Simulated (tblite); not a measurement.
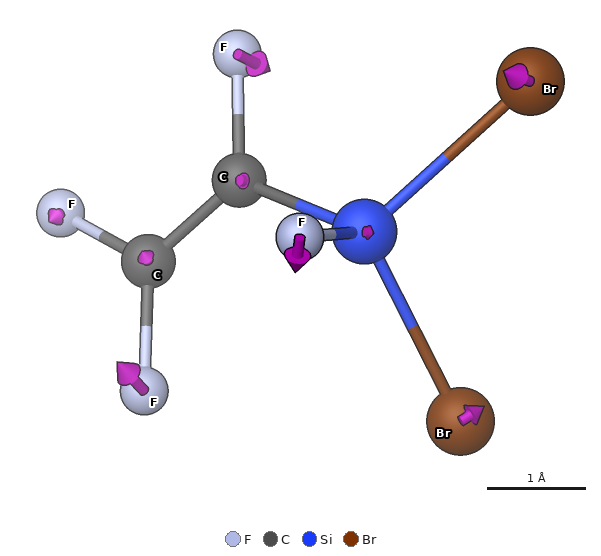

A relaxation of SiC2Br2F4. The starting structure is drawn; purple arrows show the displacements, at their true length. The two geometries are superimposed by the best rigid fit.

The picture is a ball-and-stick view, seen at a tilt.

Level of theory: tblite, GFN2-xTB geometry optimisation, gas phase. 

### Describe the change and its energy.

The largest move after the best rigid fit is that of an F atom, 0.56 Å. Largest moves by element: F 0.56 Å, Br 0.46 Å, C 0.18 Å, Si 0.12 Å. Among the contacts that change: Br–Si 2.290 → 2.177 Å, F–Si 1.682 → 1.594 Å, Br–Si 2.255 → 2.182 Å, C–F 1.385 → 1.323 Å. Among the angles between lasting bonds that change: F–C–F 121.2° → 111.2°, F–C–C 118.1° → 127.2°, Br–Si–Br 105.5° → 112.0°. Groups turn about C–Si by about 30°. After 74 geometry steps the energy has fallen by 12.2 kcal/mol. Cost: 1 s on 1 thread of Arm Neoverse N1, with other jobs on the host.
